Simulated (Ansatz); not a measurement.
# SnHCl3O (SMILES [OH][Sn]([Cl])([Cl])[Cl]): r2SCAN/def2-SVP (core potential)

What is the electronic atomisation energy of SnHCl3O at r2SCAN/def2-SVP (core potential)? 

The calculation is run with Ansatz 0.2.0.

80 further runs of the same task are left out: 6 that didn't finish, 74 set aside as unsound or not needed.

### 1 The structure to begin with

The species is SnHCl3O (6 atoms), meant as a singlet with charge 0. As SMILES, `[OH][Sn]([Cl])([Cl])[Cl]`. The coordinates come from a PBE0-D4/def2-TZVP relaxation.

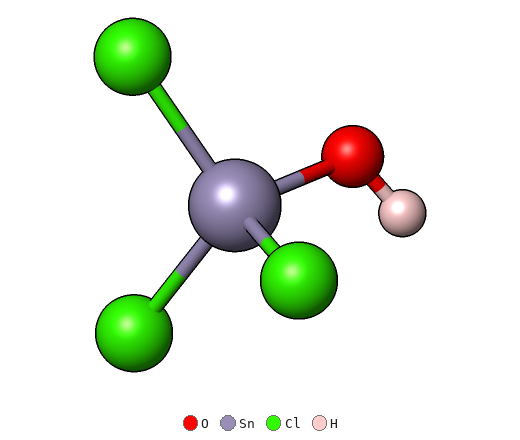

The structure, seen from a chosen angle (oxygen red, tin purple, chlorine green, hydrogen pink).

### 2 The energy at r2SCAN/def2-SVP (core potential)

run.yaml reads:

```yaml
crystal:
  periodic: [false, false, false]
  atoms:
    - symbol: O
      position_ang: [-0.674300, 0.477500, 1.363600]
    - symbol: Sn
      position_ang: [0.251900, -0.201000, -0.189900]
    - symbol: Cl
      position_ang: [1.931200, -1.529700, 0.595300]
    - symbol: Cl
      position_ang: [-1.175400, -1.411300, -1.519500]
    - symbol: Cl
      position_ang: [1.105000, 1.525900, -1.439200]
    - symbol: H
      position_ang: [-1.396100, 1.074500, 1.143600]
basis:
  gaussian: {orbitals: def2-SVP}
hamiltonian: {xc: r2scan}
accuracy: high
output: {orbitals: {seedname: orbitals}}
```

Run with:

```sh
$ ansatz run run.yaml --threads 1 --pin off --max-ram 3480MiB --events-out events.jsonl --progress --plain --runs-dir runs
```

The log of the run:

```text
Warning: RAYON_NUM_THREADS=1 ignored (pool sized by the plan → 1); use --threads N
Functional definition: r2SCAN
  name "r2SCAN"
  parameter k0 = 0.174
  parameter k1 = 0.065
  parameter a1 = 4.9479
  exchange = r2scan_x(k0 = k0, k1 = k1, a1 = a1)
  correlation = r2scan_c
2082 factors; integrals over basis functions are off by at most 3.4e-9 eV
mean field evaluation 1: about -45446.1983 eV, gradient 5.5e1 eV
mean field evaluation 2: about -45387.4952 eV, gradient 1.6e2 eV
mean field evaluation 4: about -45451.5727 eV, gradient 1.4e1 eV
mean field evaluation 8: about -45452.0329 eV, gradient 7.1e-1 eV
mean field evaluation 16: about -45452.0342 eV, gradient 4.6e-5 eV
mean field -45452.03420877 eV, -1670.3314486768 hartree, gradient 1.1e-8 eV, S^2 0.000000; 0 other end points of the search recorded, 0 dependent functions left out
reference -45452.03420959 eV, -1670.3314487071 hartree; 41, 41 occupied and 58, 58 virtual orbitals, 2082 factors
Total energy: -45452.03420959 eV, -1670.3314487071 hartree
```

Wall time 22 s (1 thread of Arm Neoverse V1, shared host); peak memory 0.33 GiB.

### 3 The Cl atom, same level

molecule.yaml reads:

```yaml
crystal:
  periodic: [false, false, false]
  atoms:
    - {symbol: Cl, position_ang: [0.000000, 0.000000, 0.000000]}
basis:
  gaussian:
    orbitals: def2-SVP
magnetization:
  spin_polarized: true
  initial_magnetization: 1
accuracy: high
hamiltonian:
  xc: {name: r2SCAN}
```

Run the same way, it converges to -459.95999 Eh (log not shown).

### 4 The H atom at the same level

molecule.yaml reads:

```yaml
crystal:
  periodic: [false, false, false]
  atoms:
    - symbol: H
      position_ang: [0.000000, 0.000000, 0.000000]
basis:
  gaussian:
    orbitals: def2-SVP
total_charge: 0
magnetization:
  spin_polarized: true
  initial_magnetization: 1
hamiltonian:
  xc: {name: r2SCAN}
accuracy: high
```

Run the same way, it converges to -0.49921 Eh (log not shown).

### 5 The O atom, same level

run.yaml reads:

```yaml
crystal:
  periodic: [false, false, false]
  atoms:
    - {symbol: O, position_ang: [0.000000, 0.000000, 0.000000]}
basis:
  gaussian:
    orbitals: def2-SVP
magnetization:
  spin_polarized: true
  initial_magnetization: 2
hamiltonian:
  xc: r2scan
accuracy: high
```

Run the same way, it converges to -74.96359 Eh (log not shown).

### 6 The Sn atom

input.yaml reads:

```yaml
crystal:
  periodic: [false, false, false]
  atoms:
    - symbol: Sn
      position_ang: [0.000000, 0.000000, 0.000000]
basis:
  gaussian:
    orbitals: def2-SVP
magnetization:
  spin_polarized: true
  initial_magnetization: 2
accuracy: high
hamiltonian:
  xc: r2scan
```

Run with:

```sh
$ ansatz run input.yaml --threads 1 --pin off --max-ram 3480MiB --events-out events.jsonl --progress --plain --runs-dir runs
```

The log of the run:

```text
Warning: RAYON_NUM_THREADS=1 ignored (pool sized by the plan → 1); use --threads N
Functional definition: r2SCAN
  name "r2SCAN"
  parameter k0 = 0.174
  parameter k1 = 0.065
  parameter a1 = 4.9479
  exchange = r2scan_x(k0 = k0, k1 = k1, a1 = a1)
  correlation = r2scan_c
223 factors; integrals over basis functions are off by at most 2.0e-9 eV
mean field evaluation 1: about -5832.0485 eV, gradient 2.2e0 eV
mean field evaluation 2: about -5832.1030 eV, gradient 8.0e-1 eV
mean field evaluation 4: about -5832.1060 eV, gradient 4.3e-1 eV
mean field evaluation 8: about -5832.1067 eV, gradient 3.7e-4 eV
mean field evaluation 16: about -5832.0101 eV, gradient 2.8e0 eV
mean field evaluation 32: about -5832.1067 eV, gradient 6.1e-9 eV
mean field -5832.10668691 eV, -214.3259676000 hartree, gradient 6.1e-9 eV, S^2 2.004498; 1 other end points of the search recorded, 0 dependent functions left out
reference -5832.10669005 eV, -214.3259677155 hartree; 12, 10 occupied and 14, 16 virtual orbitals, 223 factors
Total energy: -5832.10669005 eV, -214.3259677155 hartree
```

Wall time 4.8 s (1 thread of Arm Neoverse V1, shared host); peak memory 0.16 GiB.

### 7 What came out

Level: r2SCAN/def2-SVP (core potential).

| quantity | value |
| --- | --- |
| molecule: total energy | -1670.33145 Eh |
| molecule: HOMO energy | -8.23 eV |
| molecule: LUMO energy | -3.43 eV |
| molecule: HOMO–LUMO gap | 4.80 eV |
| Cl atom: total energy | -459.95999 Eh |
| Cl atom: ⟨S²⟩ | 0.753 |
| H atom: total energy | -0.49921 Eh |
| H atom: ⟨S²⟩ | 0.750 |
| O atom: total energy | -74.96359 Eh |
| O atom: ⟨S²⟩ | 2.003 |
| Sn atom: total energy | -214.32597 Eh |
| Sn atom: ⟨S²⟩ | 2.004 |
| electronic atomisation energy | 18.034 eV |

What this shows: Taking the molecule apart into free atoms costs 18.03 eV (416 kcal/mol), before zero-point energy and without spin-orbit coupling.
